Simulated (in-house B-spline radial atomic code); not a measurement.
# Ge: excited configurations

How much energy does it take to promote electrons of Ge to other shells? Each configuration is solved by itself and compared with the reference.

Method: non-relativistic B3LYP, spin-polarised, spherical density, exact exchange averaged over the configuration, point nucleus, basis-set limit. Code: in-house B-spline radial atomic code version 1.

## Step 1: Starting point

```
element       : germanium (Z = 32)
charge        : 0
electrons     : 32
configuration : [Ar] 3d10 4s2 4p2
Hamiltonian   : non-relativistic
nucleus       : point
```

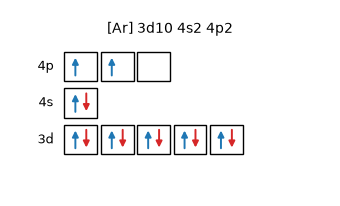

The shells outside the core, filled by Hund's rule for the drawing.

Where spins are not typed, each open shell is filled with up spins first.

The run's settings:

```ini
Z = 32
electrons = 32.0
configuration = [Ar] 3d10 4s2 4p2
hamiltonian = nr
method = b3lyp
spin_polarised = True
exact_exchange = averaged over the configuration
```

From the earlier run of the reference: total energy -2077.021678 hartree. Levels, eight at most:

| orbital | occupation | energy (eV) | <r> (bohr) |
| --- | --- | --- | --- |
| 3s down | 1 | -169.24 | 0.6346 |
| 3p up | 3 | -119.56 | 0.6518 |
| 3p down | 3 | -119.44 | 0.6516 |
| 3d up | 5 | -33.108 | 0.7324 |
| 3d down | 5 | -32.968 | 0.7286 |
| 4s up | 1 | -13.055 | 2.161 |
| 4s down | 1 | -11.416 | 2.160 |
| 4p up | 2 | -5.131 | 2.845 |

## Step 2: Configuration [Ar] 3d10 4s1 4p2 5d1

Changes to the settings of step 1:

```diff
@@ -2,3 +2,3 @@
 electrons = 32.0
-configuration = [Ar] 3d10 4s2 4p2
+configuration = [Ar] 3d10 4s1 4p2 5d1
 hamiltonian = nr
```

Run with:

```console
$ python run_scf.py task.json out
```

The settings of every run stand in task.json; they run in order.

Main fields of the result record, rounded:

```text
{
  "status": "converged",
  "scf [iteration, energy, orbital gradient]": [
    [1, -2075.67112113, 0.401],
    [2, -2076.10710974, 0.135],
    [3, -2076.52261727, 0.0244],
    [4, -2076.53386789, 0.0101],
    [5, -2076.53448788, 0.00498],
    [6, -2076.5350711, 0.00302],
    [7, -2076.53528924, 0.000191],
    [8, -2076.53528949, 8.87e-05],
    [9, -2076.53529104, 2.94e-05],
    [10, -2076.53529151, 7.8e-06],
    [11, -2076.53529149, 1.92e-06],
    [12, -2076.53529149, 1.3e-07]
  ],
  "energy [hartree]": {"total": -2076.53529149, "kinetic": 2075.06288035, "nuclear": -4960.12702679, "coulomb": 887.346114262, "exact_exchange": -15.4092228904, "xc": -63.4080364231},
  "orbitals [hartree, bohr; first row names the columns]": [
    ["name", "occ", "eps", "<r>"],
    ["1s up", 1.0, -398.98893, 0.047856],
    ["1s down", 1.0, -398.98197, 0.047856],
    ["2s up", 1.0, -50.047593, 0.21374],
    ["2s down", 1.0, -50.043134, 0.21375],
    ["2p up", 3.0, -44.564903, 0.18525],
    ["2p down", 3.0, -44.559678, 0.18526],
    ["3s up", 1.0, -6.5315638, 0.63463],
    ["3s down", 1.0, -6.5191974, 0.63467],
    ["3p up", 3.0, -4.7023634, 0.6518],
    ["3p down", 3.0, -4.6911945, 0.65109],
    ["3d up", 5.0, -1.5240291, 0.73099],
    ["3d down", 5.0, -1.5108756, 0.72347],
    ["4s up", 1.0, -0.75023515, 2.0411],
    ["4p up", 2.0, -0.42470459, 2.4741],
    ["5d up", 1.0, -0.028354042, 15.278]
  ],
  "sum_r [bohr^k]": {"-1": 155.004, "1": 36.35249, "2": 292.2133},
  "energy_minus_base [hartree]": 0.48638676
}
```

Wall time 0.88 s (1 thread, shared host).

energy_minus_base is the energy less that of the reference run.

## Step 3: Run with [Ar] 3d9 4s2 4p2 5p1

Changes to the settings of step 2:

```diff
@@ -2,3 +2,3 @@
 electrons = 32.0
-configuration = [Ar] 3d10 4s1 4p2 5d1
+configuration = [Ar] 3d9 4s2 4p2 5p1
 hamiltonian = nr
```

Results of the run:

```text
{
  "status": "converged",
  "scf [iteration, energy, orbital gradient]": [
    [1, -2074.41508076, 0.401],
    [2, -2074.78544316, 0.202],
    [3, -2075.67684113, 0.0164],
    [4, -2075.67988794, 0.00776],
    [5, -2075.68046464, 0.0012],
    [6, -2075.68048312, 0.000398],
    [7, -2075.68048748, 6.04e-05],
    [8, -2075.68048787, 1.36e-05],
    [9, -2075.68048789, 2.71e-06],
    [10, -2075.68048789, 1.34e-07]
  ],
  "energy [hartree]": {"total": -2075.68048789, "kinetic": 2074.209635, "nuclear": -4949.81252798, "coulomb": 878.09054896, "exact_exchange": -15.1638483084, "xc": -63.0042955642},
  "orbitals [hartree, bohr; first row names the columns]": [
    ["name", "occ", "eps", "<r>"],
    ["1s up", 1.0, -399.33877, 0.047857],
    ["1s down", 1.0, -399.33411, 0.047857],
    ["2s up", 1.0, -50.461689, 0.21378],
    ["2s down", 1.0, -50.422445, 0.21369],
    ["2p up", 3.0, -44.971309, 0.18531],
    ["2p down", 3.0, -44.936996, 0.18521],
    ["3s up", 1.0, -6.8675824, 0.62923],
    ["3s down", 1.0, -6.7964386, 0.62999],
    ["3p up", 3.0, -5.031857, 0.64345],
    ["3p down", 3.0, -4.9542321, 0.64462],
    ["3d up", 5.0, -1.8352033, 0.6965],
    ["3d down", 4.0, -1.7728643, 0.69784],
    ["4s up", 1.0, -0.76245093, 1.9514],
    ["4s down", 1.0, -0.67845581, 1.9677],
    ["4p up", 2.0, -0.41108894, 2.3475],
    ["5p up", 1.0, -0.054735804, 8.3425]
  ],
  "sum_r [bohr^k]": {"-1": 154.6816, "1": 29.98857, "2": 109.4246},
  "energy_minus_base [hartree]": 1.34119036
}
```

Run time: 0.37 s. Hardware: 1 thread, shared host.

## Step 4: Run with [Ar] 3d9 4s2 4p2 5f1

Changes to the settings of step 3:

```diff
@@ -2,3 +2,3 @@
 electrons = 32.0
-configuration = [Ar] 3d9 4s2 4p2 5p1
+configuration = [Ar] 3d9 4s2 4p2 5f1
 hamiltonian = nr
```

Results of the run:

```text
{
  "status": "converged",
  "scf [iteration, energy, orbital gradient]": [
    [1, -2074.32122906, 0.401],
    [2, -2074.74233191, 0.203],
    [3, -2075.61591252, 0.0165],
    [4, -2075.61839314, 0.00772],
    [5, -2075.61886224, 0.00115],
    [6, -2075.61890239, 0.000365],
    [7, -2075.61891014, 4.69e-05],
    [8, -2075.61891518, 1.81e-05],
    [9, -2075.61891694, 9.38e-06],
    [10, -2075.61891785, 4.57e-06],
    [11, -2075.61891804, 1.94e-06],
    [12, -2075.61891806, 8.91e-07],
    [13, -2075.61891806, 1.61e-07]
  ],
  "energy [hartree]": {"total": -2075.61891806, "kinetic": 2074.14912908, "nuclear": -4946.77882798, "coulomb": 875.14107078, "exact_exchange": -15.162803282, "xc": -62.9674866621},
  "orbitals [hartree, bohr; first row names the columns]": [
    ["name", "occ", "eps", "<r>"],
    ["1s up", 1.0, -399.43358, 0.047857],
    ["1s down", 1.0, -399.42902, 0.047857],
    ["2s up", 1.0, -50.556188, 0.21378],
    ["2s down", 1.0, -50.516999, 0.21369],
    ["2p up", 3.0, -45.065824, 0.18531],
    ["2p down", 3.0, -45.031606, 0.18521],
    ["3s up", 1.0, -6.9618336, 0.62922],
    ["3s down", 1.0, -6.8908385, 0.62998],
    ["3p up", 3.0, -5.1260679, 0.64344],
    ["3p down", 3.0, -5.0486137, 0.64461],
    ["3d up", 5.0, -1.9293648, 0.69638],
    ["3d down", 4.0, -1.86719, 0.69776],
    ["4s up", 1.0, -0.85420996, 1.9484],
    ["4s down", 1.0, -0.77072381, 1.9619],
    ["4p up", 2.0, -0.50161586, 2.3356],
    ["5f up", 1.0, -0.016582412, 28.355]
  ],
  "sum_r [bohr^k]": {"-1": 154.5868, "1": 49.96732, "2": 925.8592},
  "energy_minus_base [hartree]": 1.40276019
}
```

It took 1.8 s on 1 thread, shared host.

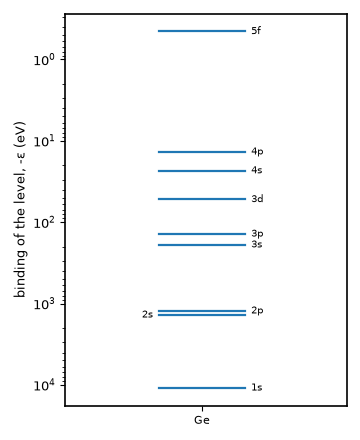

Orbital energies of this run on a logarithmic scale (up spins).

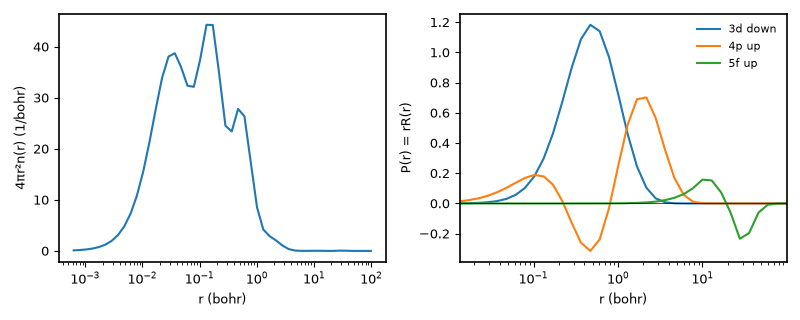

Radial density (left) and the radial functions of 3d down, 4p up, 5f up (right).

On the record's full grid the radial density has clear maxima near r = 0.037, 0.13, 0.47, 10, 28 bohr.

X-ray form factor of the spherical density:

| sinθ/λ (1/Å) | f (electrons) |
| --- | --- |
| 0 | 32.000 |
| 0.1 | 29.007 |
| 0.2 | 25.167 |
| 0.3 | 21.685 |
| 0.4 | 18.709 |
| 0.6 | 13.700 |
| 0.8 | 10.148 |
| 1 | 8.010 |
| 1.4 | 6.023 |
| 1.8 | 4.895 |
| 2.5 | 3.220 |
| 4 | 1.508 |
| 6 | 1.003 |

## Step 5: Configuration [Ar] 3d10 4s1 4p2 5s1

Changes to the settings of step 4:

```diff
@@ -2,3 +2,3 @@
 electrons = 32.0
-configuration = [Ar] 3d9 4s2 4p2 5f1
+configuration = [Ar] 3d10 4s1 4p2 5s1
 hamiltonian = nr
```

Results of the run:

```text
{
  "status": "converged",
  "scf [iteration, energy, orbital gradient]": [
    [1, -2075.77872051, 0.401],
    [2, -2076.18546369, 0.134],
    [3, -2076.60284057, 0.0247],
    [4, -2076.61422308, 0.0102],
    [5, -2076.61445856, 0.00506],
    [6, -2076.61490611, 0.00312],
    [7, -2076.61511977, 0.000121],
    [8, -2076.61512034, 1.1e-05],
    [9, -2076.61512034, 1.56e-06],
    [10, -2076.61512034, 1.9e-07]
  ],
  "energy [hartree]": {"total": -2076.61512034, "kinetic": 2075.14127246, "nuclear": -4963.03445884, "coulomb": 890.145599139, "exact_exchange": -15.4243029341, "xc": -63.4432301697},
  "orbitals [hartree, bohr; first row names the columns]": [
    ["name", "occ", "eps", "<r>"],
    ["1s up", 1.0, -398.89941, 0.047856],
    ["1s down", 1.0, -398.89223, 0.047856],
    ["2s up", 1.0, -49.958755, 0.21374],
    ["2s down", 1.0, -49.954159, 0.21375],
    ["2p up", 3.0, -44.47589, 0.18525],
    ["2p down", 3.0, -44.470651, 0.18526],
    ["3s up", 1.0, -6.4428186, 0.63462],
    ["3s down", 1.0, -6.4300526, 0.63467],
    ["3p up", 3.0, -4.6133801, 0.65184],
    ["3p down", 3.0, -4.6020588, 0.6511],
    ["3d up", 5.0, -1.4352166, 0.73123],
    ["3d down", 5.0, -1.4218621, 0.72362],
    ["4s up", 1.0, -0.66444539, 2.0443],
    ["4p up", 2.0, -0.34022018, 2.5203],
    ["5s up", 1.0, -0.082096623, 6.4211]
  ],
  "sum_r [bohr^k]": {"-1": 155.0948, "1": 27.59302, "2": 77.33705},
  "energy_minus_base [hartree]": 0.406557908
}
```

Wall time 0.31 s (1 thread, shared host).

## Step 6: [Ne] 3s2 3p5 3d10 4s2 4p2 5p1

Changes to the settings of step 5:

```diff
@@ -2,3 +2,3 @@
 electrons = 32.0
-configuration = [Ar] 3d10 4s1 4p2 5s1
+configuration = [Ne] 3s2 3p5 3d10 4s2 4p2 5p1
 hamiltonian = nr
```

Results of the run:

```text
{
  "status": "converged",
  "scf [iteration, energy, orbital gradient]": [
    [1, -2071.1656912, 0.406],
    [2, -2071.48427245, 0.214],
    [3, -2072.48449091, 0.0172],
    [4, -2072.48929366, 0.00942],
    [5, -2072.48989026, 0.0017],
    [6, -2072.48991827, 0.00101],
    [7, -2072.48994102, 6.26e-05],
    [8, -2072.48994144, 1.35e-05],
    [9, -2072.48994146, 2.88e-06],
    [10, -2072.48994146, 1.57e-07]
  ],
  "energy [hartree]": {"total": -2072.48994146, "kinetic": 2071.01910538, "nuclear": -4942.39330174, "coulomb": 876.801512894, "exact_exchange": -15.0442712186, "xc": -62.8729867735},
  "orbitals [hartree, bohr; first row names the columns]": [
    ["name", "occ", "eps", "<r>"],
    ["1s up", 1.0, -399.55643, 0.047854],
    ["1s down", 1.0, -399.52123, 0.047851],
    ["2s up", 1.0, -50.493248, 0.21369],
    ["2s down", 1.0, -50.46824, 0.21364],
    ["2p up", 3.0, -45.030613, 0.18515],
    ["2p down", 3.0, -44.989381, 0.18522],
    ["3s up", 1.0, -6.901044, 0.62878],
    ["3s down", 1.0, -6.7813211, 0.6302],
    ["3p up", 3.0, -5.0654286, 0.64269],
    ["3p down", 2.0, -4.9796637, 0.6443],
    ["3d up", 5.0, -1.8560193, 0.69527],
    ["3d down", 5.0, -1.7773851, 0.69762],
    ["4s up", 1.0, -0.76434171, 1.9477],
    ["4s down", 1.0, -0.68141041, 1.9627],
    ["4p up", 2.0, -0.41201581, 2.3426],
    ["5p up", 1.0, -0.054771458, 8.3351]
  ],
  "sum_r [bohr^k]": {"-1": 154.4498, "1": 30.00502, "2": 109.3023},
  "energy_minus_base [hartree]": 4.53173679
}
```

Wall time 0.37 s (1 thread, shared host).

## Step 7: Configuration [Ar] 3d10 4s2 4p1 5s1

The run's settings:

```ini
Z = 32
electrons = 32.0
configuration = [Ar] 3d10 4s2 4p1 5s1
hamiltonian = nr
method = b3lyp
spin_polarised = True
exact_exchange = averaged over the configuration
```

Results of the run:

```text
{
  "status": "converged",
  "scf [iteration, energy, orbital gradient]": [
    [1, -2076.1214909, 0.401],
    [2, -2076.49529855, 0.124],
    [3, -2076.84035899, 0.0234],
    [4, -2076.85134035, 0.0103],
    [5, -2076.85133382, 0.00561],
    [6, -2076.85186483, 0.00313],
    [7, -2076.85209241, 5.28e-05],
    [8, -2076.85209249, 1.12e-05],
    [9, -2076.8520925, 1.31e-06],
    [10, -2076.8520925, 1.54e-07]
  ],
  "energy [hartree]": {"total": -2076.8520925, "kinetic": 2075.35774691, "nuclear": -4964.86808083, "coulomb": 891.505942455, "exact_exchange": -15.4057321338, "xc": -63.4419689024},
  "orbitals [hartree, bohr; first row names the columns]": [
    ["name", "occ", "eps", "<r>"],
    ["1s up", 1.0, -398.85067, 0.047856],
    ["1s down", 1.0, -398.84878, 0.047856],
    ["2s up", 1.0, -49.912558, 0.21374],
    ["2s down", 1.0, -49.911688, 0.21374],
    ["2p up", 3.0, -44.429191, 0.18525],
    ["2p down", 3.0, -44.427604, 0.18525],
    ["3s up", 1.0, -6.3921875, 0.6346],
    ["3s down", 1.0, -6.3893634, 0.63456],
    ["3p up", 3.0, -4.5623559, 0.65179],
    ["3p down", 3.0, -4.5591539, 0.65164],
    ["3d up", 5.0, -1.3849162, 0.73034],
    ["3d down", 5.0, -1.3811851, 0.72787],
    ["4s up", 1.0, -0.60545944, 2.0765],
    ["4s down", 1.0, -0.56753966, 2.0822],
    ["4p up", 1.0, -0.30056231, 2.6245],
    ["5s up", 1.0, -0.07999469, 6.5955]
  ],
  "sum_r [bohr^k]": {"-1": 155.1521, "1": 27.48395, "2": 78.31666},
  "energy_minus_base [hartree]": 0.169585754
}
```

Wall time 0.31 s (1 thread, shared host).

## Step 8: All configurations in order

| net move | configuration | 2|M_S|+1 | energy above the reference (eV) | largest <r> (bohr) |
| --- | --- | --- | --- | --- |
| 4p → 5s | [Ar] 3d10 4s2 4p1 5s1 | 3 | 4.615 | 6.60 |
| 4s → 5s | [Ar] 3d10 4s1 4p2 5s1 | 5 | 11.063 | 6.42 |
| 4s → 5d | [Ar] 3d10 4s1 4p2 5d1 | 5 | 13.235 | 15.3 |
| 3d → 5p | [Ar] 3d9 4s2 4p2 5p1 | 5 | 36.496 | 8.34 |
| 3d → 5f | [Ar] 3d9 4s2 4p2 5f1 | 5 | 38.171 | 28.4 |
| 3p → 5p | [Ne] 3s2 3p5 3d10 4s2 4p2 5p1 | 5 | 123.31 | 8.34 |

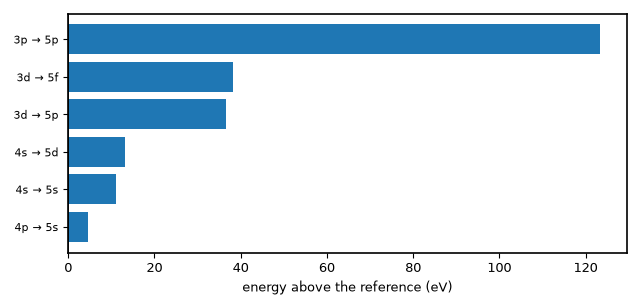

Energy of each configuration above the reference.

What this shows: The lowest of them is 4p → 5s at 4.615 eV and the highest 3p → 5p at 123.31 eV. 5 of them lie more than 60 % above minus the reference's highest level (5.131 eV), in the range where a state can decay by emitting an electron. Two partly filled shells share a symmetry and can mix in the average, which may lower the energy, for: 3d → 5p; 3p → 5p. The reference has 2|M_S|+1 = 3; 5 of the configurations differ from it in spin. These are spherical averages at the typed spins, not spectroscopic levels.
